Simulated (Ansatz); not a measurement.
FH$_{4}$NOSi

```yaml
atoms:
  - { symbol: F, position_ang: [1.0445, -0.0254, 1.7341] }
  - { symbol: N, position_ang: [1.2548, -0.5172, -1.0182] }
  - { symbol: O, position_ang: [-0.4521, 1.2776, 0.0402] }
  - { symbol: Si, position_ang: [1.0456, 0.6081, 0.2309] }
  - { symbol: H, position_ang: [0.5113, -1.1316, -1.3258] }
  - { symbol: H, position_ang: [2.1770, 1.5645, 0.2178] }
  - { symbol: H, position_ang: [2.1684, -0.8077, -1.3406] }
  - { symbol: H, position_ang: [-0.8878, 1.5580, 0.8502] }
```

Geometry: PBE0-D3(BJ)/def2-SVP.

Theory: isolated molecule in a Gaussian basis; Kohn-Sham density functional theory, functional PBE0 in Ansatz.

Predict the electron density and electron localisation function between the atoms.

Answer. Si–O (1.65 Å): ρ is about 1.2 e/Å³ halfway; the ELF peaks at about 0.90 between the atoms, as expected for a shared but strongly polarised pair.
Si–N (1.69 Å): the density is about 1.2 e/Å³ at the midpoint; the ELF peaks at about 0.90 between the atoms; a shared but strongly polarised pair.

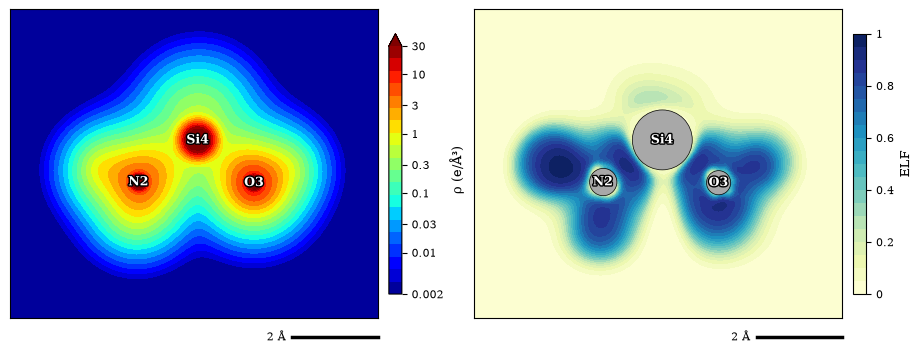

Computed electron density and electron localisation function on the plane of atoms N2, Si4 and O3, in this order. Grey discs cover the atomic cores in the ELF map. 
